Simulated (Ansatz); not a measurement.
**Geometry relaxation, with input and output: CH$_{5}$AlO**

CH$_{5}$AlO, computed with RHF/def2-SVPD (Ansatz 0.2.0).

It belongs to a series of runs on one base structure; here: end point A relaxed. Figures and captions count atoms from 1; the log counts them from 0 in places.

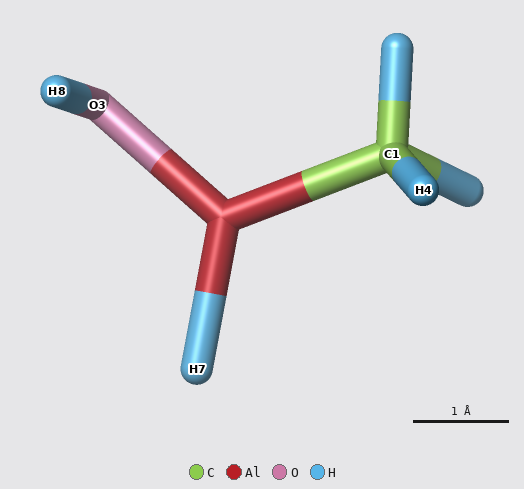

Fig. 1: The input geometry (stick view, seen at a tilt; atoms are numbered from 1 in the order of the input). Sticks mark near contacts. Bond lengths as drawn: Al–C 1.93 Å, Al–H 1.62 Å, Al–O 1.83 Å, C–H 1.11 to 1.16 Å and H–O 1.04 Å.

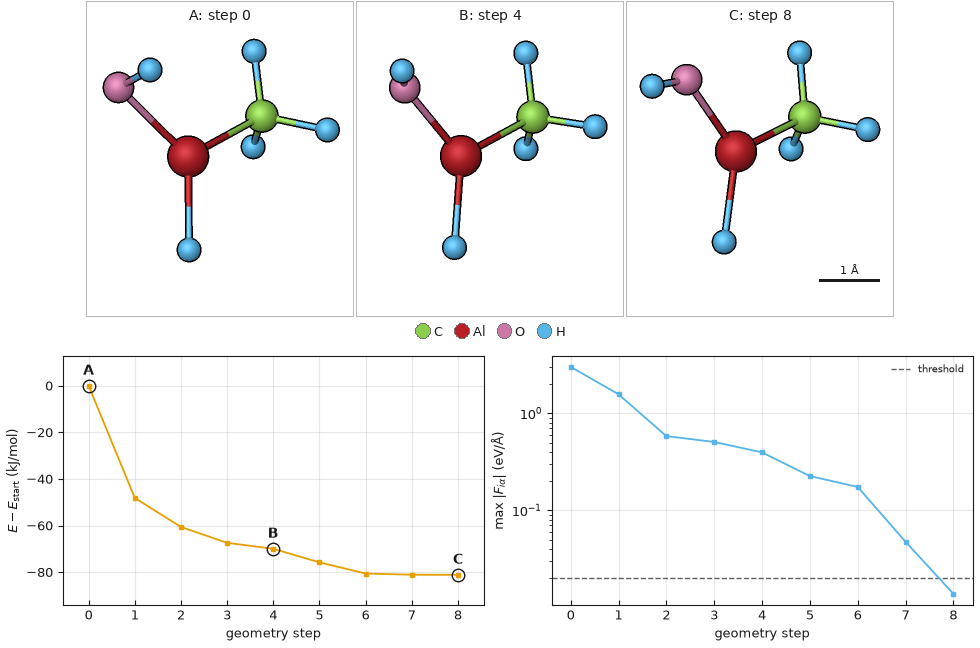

Fig. 2: Frames of the relaxation (ball-and-stick view, seen at a tilt) above the curves, on which the letters mark them (the first geometry is step 0 here and step 1 in the log).

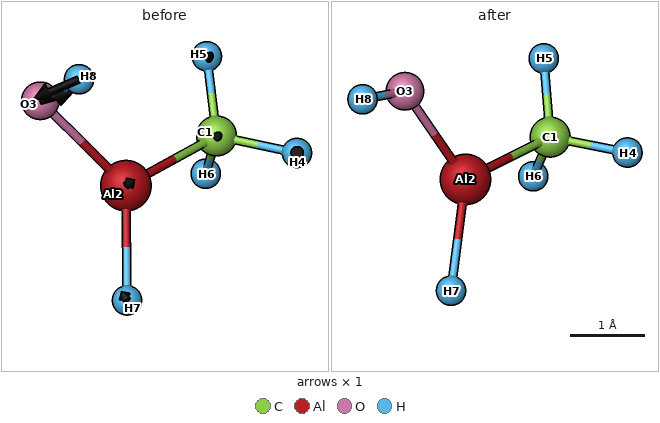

Fig. 3: Before (left) and after (right) the relaxation, at one scale (ball-and-stick view, seen at a tilt). The black arrows give the displacements, at true length. H8 moves most after the best rigid fit: 0.69 Å. By element the largest moves are H 0.69 Å, O 0.51 Å, Al 0.17 Å, C 0.10 Å. Distances before and after: Al2–O3 1.825 → 1.707 Å, O3–H8 1.042 → 0.939 Å, C1–H4 1.164 → 1.096 Å, C1–H6 1.159 → 1.095 Å. Among the angles that change: Al2–O3–H8 102.2° → 128.5°, H4–C1–H5 110.8° → 107.5°, C1–Al2–H7 120.6° → 123.5°. The energy falls by 81.1 kJ/mol in 8 geometry steps. Largest force component: 3 eV/Å at the start, 0.014 eV/Å at the end. (Atoms are counted from 1 in the order of the input.)

These pictures come from the run below.

### The input
```yaml
crystal:
  periodic: [false, false, false]
  atoms:
    - { symbol: C, position_ang: [-0.7213, 0.9168, -0.0351] }
    - { symbol: Al, position_ang: [0.545, -0.4891, -0.4073] }
    - { symbol: O, position_ang: [0.4444, -2.047, 0.5383] }
    - { symbol: H, position_ang: [-0.159, 1.8898, 0.2674] }
    - { symbol: H, position_ang: [-1.4594, 0.6324, 0.7407] }
    - { symbol: H, position_ang: [-1.3484, 1.188, -0.9711] }
    - { symbol: H, position_ang: [1.6972, -0.2829, -1.5209] }
    - { symbol: H, position_ang: [1.0937, -1.8652, 1.3322] }
basis:
  gaussian: { orbitals: def2-SVPD }
hamiltonian:
  xc: hf
relax:
  f_tol: 0.02
  max_steps: 50
```

Run as:
```bash
ansatz run input.yaml --threads 2 --pin off --max-ram 3072MiB --backend cpu --events-out ev --progress --plain --runs-dir out
```

### Log
```
The last accepted step is kept in [file] (removed where the run ends without a failure and the disk answers)
Engine: ansatz 0.2.0, aarch64-unknown-linux-gnu
Functional definition: HF
  exchange = exact_x
  correlation = 0
1098 factors; integrals over basis functions are off by at most 1.9e-4 eV
mean field evaluation 1: about -9722.3706 eV, gradient 4.2e1 eV
mean field evaluation 2: about -9722.3706 eV, gradient 4.2e1 eV
mean field evaluation 4: about -9726.1275 eV, gradient 3.4e0 eV
mean field evaluation 8: about -9726.1702 eV, gradient 3.6e-5 eV
mean field -9726.17019733 eV, -357.4301621169 hartree, gradient 1.8e-5 eV, S^2 0.000000; 0 other end points of the search recorded, 0 dependent functions left out
the calculation of the forces begins
reference -9726.17019733 eV, -357.4301621169 hartree; 16, 16 occupied and 91, 91 virtual orbitals, 1098 factors
relax step   1: F+E_penalty+E_count = -9726.17019733 eV  Δ(F+E_penalty+E_count) = +0.000e0 eV  max|allowed force component| = 3.013e0 eV/Å  Δτ_max = 0.0000 Å  (29 SCF iters, accepted)
these checks for a lower state are left out or cut short: starts, cluster_reference, orbital_swaps, neighbouring_geometries, increment
1098 factors; integrals over basis functions are off by at most 1.4e-4 eV
mean field evaluation 16: about -9726.6690 eV, gradient 1.8e-5 eV
mean field -9726.66899665 eV, -357.4484926537 hartree, gradient 1.8e-5 eV, S^2 0.000000; 0 other end points of the search recorded, 0 dependent functions left out
the calculation of the forces begins
reference -9726.66899665 eV, -357.4484926537 hartree; 16, 16 occupied and 91, 91 virtual orbitals, 1098 factors
relax step   2: F+E_penalty+E_count = -9726.66899665 eV  Δ(F+E_penalty+E_count) = -4.988e-1 eV  max|allowed force component| = 1.572e0 eV/Å  Δτ_max = 0.0931 Å  (28 SCF iters, accepted)
these checks for a lower state are left out or cut short: starts, cluster_reference, orbital_swaps, neighbouring_geometries, increment
1098 factors; integrals over basis functions are off by at most 1.2e-4 eV
mean field -9726.79835329 eV, -357.4532464227 hartree, gradient 1.8e-5 eV, S^2 0.000000; 0 other end points of the search recorded, 0 dependent functions left out
the calculation of the forces begins
reference -9726.79835329 eV, -357.4532464227 hartree; 16, 16 occupied and 91, 91 virtual orbitals, 1098 factors
relax step   3: F+E_penalty+E_count = -9726.79835329 eV  Δ(F+E_penalty+E_count) = -1.294e-1 eV  max|allowed force component| = 5.826e-1 eV/Å  Δτ_max = 0.0774 Å  (27 SCF iters, accepted)
these checks for a lower state are left out or cut short: starts, cluster_reference, orbital_swaps, neighbouring_geometries, increment
1098 factors; integrals over basis functions are off by at most 1.2e-4 eV
mean field -9726.86879459 eV, -357.4558350927 hartree, gradient 1.9e-5 eV, S^2 0.000000; 0 other end points of the search recorded, 0 dependent functions left out
the calculation of the forces begins
reference -9726.86879459 eV, -357.4558350927 hartree; 16, 16 occupied and 91, 91 virtual orbitals, 1098 factors
relax step   4: F+E_penalty+E_count = -9726.86879459 eV  Δ(F+E_penalty+E_count) = -7.044e-2 eV  max|allowed force component| = 5.072e-1 eV/Å  Δτ_max = 0.1210 Å  (27 SCF iters, accepted)
these checks for a lower state are left out or cut short: starts, cluster_reference, orbital_swaps, neighbouring_geometries, increment
1098 factors; integrals over basis functions are off by at most 1.2e-4 eV
mean field evaluation 32: about -9726.8953 eV, gradient 5.2e-5 eV
mean field -9726.89538035 eV, -357.4568121015 hartree, gradient 1.8e-5 eV, S^2 0.000000; 0 other end points of the search recorded, 0 dependent functions left out
the calculation of the forces begins
reference -9726.89538035 eV, -357.4568121015 hartree; 16, 16 occupied and 91, 91 virtual orbitals, 1098 factors
relax step   5: F+E_penalty+E_count = -9726.89538035 eV  Δ(F+E_penalty+E_count) = -2.659e-2 eV  max|allowed force component| = 3.962e-1 eV/Å  Δτ_max = 0.0694 Å  (27 SCF iters, accepted)
these checks for a lower state are left out or cut short: starts, cluster_reference, orbital_swaps, neighbouring_geometries, increment
1098 factors; integrals over basis functions are off by at most 1.3e-4 eV
mean field -9726.95583087 eV, -357.4590336171 hartree, gradient 9.8e-6 eV, S^2 0.000000; 0 other end points of the search recorded, 0 dependent functions left out
the calculation of the forces begins
reference -9726.95583087 eV, -357.4590336171 hartree; 16, 16 occupied and 91, 91 virtual orbitals, 1098 factors
relax step   6: F+E_penalty+E_count = -9726.95583087 eV  Δ(F+E_penalty+E_count) = -6.045e-2 eV  max|allowed force component| = 2.259e-1 eV/Å  Δτ_max = 0.1684 Å  (27 SCF iters, accepted)
these checks for a lower state are left out or cut short: starts, cluster_reference, orbital_swaps, neighbouring_geometries, increment
1098 factors; integrals over basis functions are off by at most 1.6e-4 eV
mean field -9727.00551705 eV, -357.4608595503 hartree, gradient 1.1e-5 eV, S^2 0.000000; 0 other end points of the search recorded, 0 dependent functions left out
the calculation of the forces begins
reference -9727.00551705 eV, -357.4608595503 hartree; 16, 16 occupied and 91, 91 virtual orbitals, 1098 factors
relax step   7: F+E_penalty+E_count = -9727.00551705 eV  Δ(F+E_penalty+E_count) = -4.969e-2 eV  max|allowed force component| = 1.746e-1 eV/Å  Δτ_max = 0.1996 Å  (27 SCF iters, accepted)
these checks for a lower state are left out or cut short: starts, cluster_reference, orbital_swaps, neighbouring_geometries, increment
1098 factors; integrals over basis functions are off by at most 1.9e-4 eV
mean field -9727.01068574 eV, -357.4610494962 hartree, gradient 1.8e-5 eV, S^2 0.000000; 0 other end points of the search recorded, 0 dependent functions left out
the calculation of the forces begins
reference -9727.01068574 eV, -357.4610494962 hartree; 16, 16 occupied and 91, 91 virtual orbitals, 1098 factors
relax step   8: F+E_penalty+E_count = -9727.01068574 eV  Δ(F+E_penalty+E_count) = -5.169e-3 eV  max|allowed force component| = 4.755e-2 eV/Å  Δτ_max = 0.0550 Å  (28 SCF iters, accepted)
these checks for a lower state are left out or cut short: starts, cluster_reference, orbital_swaps, neighbouring_geometries, increment
1098 factors; integrals over basis functions are off by at most 1.8e-4 eV
mean field -9727.01122360 eV, -357.4610692623 hartree, gradient 9.0e-6 eV, S^2 0.000000; 0 other end points of the search recorded, 0 dependent functions left out
the calculation of the forces begins
reference -9727.01122360 eV, -357.4610692623 hartree; 16, 16 occupied and 91, 91 virtual orbitals, 1098 factors
relax step   9: F+E_penalty+E_count = -9727.01122360 eV  Δ(F+E_penalty+E_count) = -5.379e-4 eV  max|allowed force component| = 1.386e-2 eV/Å  Δτ_max = 0.0112 Å  (22 SCF iters, accepted)
1098 factors; integrals over basis functions are off by at most 1.8e-4 eV
mean field evaluation 64: about -9726.9754 eV, gradient 3.2e0 eV
mean field -9727.01122360 eV, -357.4610692623 hartree, gradient 9.0e-6 eV, S^2 0.000000; 1 other end points of the search recorded, 0 dependent functions left out
the calculation of the forces begins
reference -9727.01122360 eV, -357.4610692623 hartree; 16, 16 occupied and 91, 91 virtual orbitals, 1098 factors
Total energy: -9727.01122360 eV, -357.4610692623 hartree
Atom 0 at    -0.777613     0.990803    -0.075752 Å, force     0.011283    -0.013857     0.010878 eV/Å
Atom 1 at     0.578026    -0.407727    -0.263713 Å, force     0.005695     0.010944    -0.003077 eV/Å
Atom 2 at     0.591774    -1.673806     0.881703 Å, force     0.000600    -0.001343    -0.003890 eV/Å
Atom 3 at    -0.314722     1.950818     0.177831 Å, force    -0.004842     0.003065    -0.004512 eV/Å
Atom 4 at    -1.502187     0.757532     0.707985 Å, force    -0.002028     0.001664    -0.003190 eV/Å
Atom 5 at    -1.327935     1.150137    -1.008469 Å, force     0.001052     0.001491    -0.002195 eV/Å
Atom 6 at     1.668333    -0.417889    -1.410904 Å, force    -0.009672    -0.002842     0.005850 eV/Å
Atom 7 at     1.176523    -2.407066     0.935519 Å, force    -0.002089     0.000877     0.000137 eV/Å
Dipole moment:     0.108443    -0.020951    -0.099578 e Å
```

### Trajectory as extended XYZ (Å, eV, eV/Å), 9 frames, from step=1 to step=9
```
8
Properties=species:S:1:pos:R:3:forces:R:3 step=1 energy=-9726.17020
C    -0.7213    0.9168   -0.0351   -0.8021   1.9626  -0.6578
Al    0.5450   -0.4891   -0.4073    0.2197  -1.7542   0.1986
O     0.4444   -2.0470    0.5383    3.0129   2.8799   2.1174
H    -0.1590    1.8898    0.2674   -1.1230  -1.6174  -0.4094
H    -1.4594    0.6324    0.7407    0.4864   0.3409  -0.2077
H    -1.3484    1.1880   -0.9711    1.1258  -0.3620   1.4159
H     1.6972   -0.2829   -1.5209   -0.3159  -0.1849   0.4033
H     1.0937   -1.8652    1.3322   -2.6039  -1.2649  -2.8603
8
Properties=species:S:1:pos:R:3:forces:R:3 step=2 energy=-9726.66900
C    -0.7445    0.9335   -0.0428   -0.3233   0.7294  -0.2310
Al    0.5390   -0.4819   -0.4076    0.0274  -1.1754   0.5272
O     0.4969   -1.9942    0.5325    1.2701   1.5717   0.7023
H    -0.2285    1.8751    0.2386   -0.1571  -0.4203  -0.0909
H    -1.4608    0.7020    0.7551    0.1254  -0.0261  -0.1393
H    -1.3265    1.1913   -0.9525    0.2173  -0.1499   0.3939
H     1.7036   -0.3394   -1.4650   -0.0577   0.0300  -0.0280
H     1.1131   -1.9436    1.2860   -1.1019  -0.5594  -1.1342
8
Properties=species:S:1:pos:R:3:forces:R:3 step=3 energy=-9726.79835
C    -0.7490    0.9486   -0.0574    0.0120  -0.1336   0.0813
Al    0.5605   -0.4741   -0.3652   -0.2377  -0.1473  -0.1758
O     0.5043   -1.9318    0.5593    0.1665   0.5826  -0.0393
H    -0.2365    1.8686    0.2319    0.0391   0.1399   0.0354
H    -1.4561    0.6977    0.7350   -0.0328   0.0031   0.0387
H    -1.3249    1.1872   -0.9530   -0.0349   0.0142  -0.1247
H     1.6755   -0.3354   -1.4722    0.0654   0.0043   0.0039
H     1.1184   -2.0182    1.2658    0.0224  -0.4631   0.1805
8
Properties=species:S:1:pos:R:3:forces:R:3 step=4 energy=-9726.86880
C    -0.7592    0.9633   -0.0636   -0.0252  -0.1916  -0.0168
Al    0.5445   -0.4642   -0.3784    0.1224  -0.0928   0.1453
O     0.5501   -1.8665    0.6099   -0.3555   0.5072  -0.3886
H    -0.2502    1.8799    0.2462    0.0493   0.0731   0.0175
H    -1.4784    0.7020    0.7150   -0.0368   0.0150   0.0142
H    -1.3152    1.2092   -0.9704   -0.0676   0.0549  -0.0747
H     1.6606   -0.3441   -1.4910   -0.0315  -0.0058  -0.0367
H     1.1400   -2.1367    1.2766    0.3449  -0.3600   0.3397
8
Properties=species:S:1:pos:R:3:forces:R:3 step=5 energy=-9726.89538
C    -0.7623    0.9558   -0.0693   -0.0047  -0.0091  -0.0527
Al    0.5632   -0.4519   -0.3790   -0.0434  -0.0476   0.1020
O     0.5480   -1.8119    0.6526   -0.2734   0.3962  -0.2294
H    -0.2538    1.8659    0.2678    0.0077   0.0382   0.0182
H    -1.4914    0.6849    0.6974    0.0008  -0.0201   0.0049
H    -1.3096    1.2325   -0.9739   -0.0211   0.0070  -0.0521
H     1.6525   -0.3591   -1.5189    0.0076  -0.0070  -0.0077
H     1.1456   -2.1734    1.2675    0.3265  -0.3577   0.2168
8
Properties=species:S:1:pos:R:3:forces:R:3 step=6 energy=-9726.95583
C    -0.7759    0.9704   -0.0919    0.0218   0.1517   0.1083
Al    0.5665   -0.4352   -0.3365   -0.0870   0.0522  -0.1081
O     0.5525   -1.7423    0.7485   -0.0833   0.1348   0.2259
H    -0.2750    1.8888    0.2503   -0.0435  -0.0969  -0.0387
H    -1.4923    0.6947    0.6873   -0.0337   0.0143  -0.0579
H    -1.3338    1.2520   -0.9920    0.0690  -0.1162   0.0316
H     1.6537   -0.3985   -1.4759    0.0841   0.0135  -0.0424
H     1.1966   -2.2872    1.1543    0.0727  -0.1535  -0.1186
8
Properties=species:S:1:pos:R:3:forces:R:3 step=7 energy=-9727.00552
C    -0.7791    0.9905   -0.0772    0.1353  -0.1746  -0.0430
Al    0.5756   -0.4097   -0.2896   -0.0694   0.0424   0.0908
O     0.5589   -1.6805    0.8494    0.1420  -0.1065   0.0577
H    -0.2969    1.9391    0.1831   -0.0818   0.0359  -0.0332
H    -1.4829    0.7374    0.7190   -0.0293   0.0511  -0.0191
H    -1.3411    1.1500   -1.0030   -0.0104   0.0769   0.0493
H     1.6812   -0.4047   -1.4159    0.0291  -0.0094  -0.0371
H     1.1765   -2.3792    0.9784   -0.1155   0.0842  -0.0656
8
Properties=species:S:1:pos:R:3:forces:R:3 step=8 energy=-9727.01069
C    -0.7797    0.9915   -0.0793    0.0117  -0.0080   0.0170
Al    0.5740   -0.4107   -0.2617    0.0413   0.0240  -0.0476
O     0.5957   -1.6739    0.8875   -0.0073   0.0001  -0.0158
H    -0.3116    1.9486    0.1791   -0.0172  -0.0164  -0.0026
H    -1.5033    0.7561    0.7044   -0.0118   0.0148   0.0087
H    -1.3330    1.1601   -1.0091    0.0275  -0.0193   0.0051
H     1.6687   -0.4214   -1.4083   -0.0362  -0.0065   0.0280
H     1.1813   -2.4075    0.9315   -0.0081   0.0112   0.0072
8
Properties=species:S:1:pos:R:3:forces:R:3 step=9 energy=-9727.01122
C    -0.7776    0.9908   -0.0758    0.0113  -0.0139   0.0109
Al    0.5780   -0.4077   -0.2637    0.0057   0.0109  -0.0031
O     0.5918   -1.6738    0.8817    0.0006  -0.0013  -0.0039
H    -0.3147    1.9508    0.1778   -0.0048   0.0031  -0.0045
H    -1.5022    0.7575    0.7080   -0.0020   0.0017  -0.0032
H    -1.3279    1.1501   -1.0085    0.0011   0.0015  -0.0022
H     1.6683   -0.4179   -1.4109   -0.0097  -0.0028   0.0059
H     1.1765   -2.4071    0.9355   -0.0021   0.0009   0.0001
```

### Summary

| quantity | value |
| --- | --- |
| outcome | converged |
| total energy | −9727.0112 eV |
| mean-field energy | −9727.0112 eV |
| largest force (length of the vector) at the end | 0.021 eV/Å |
| hardware | 2 threads of Arm Neoverse V1, 24 GiB of memory available, shared host |
| wall time | 11 s (CPU time 21 s) |
| peak memory | 0.18 GiB |
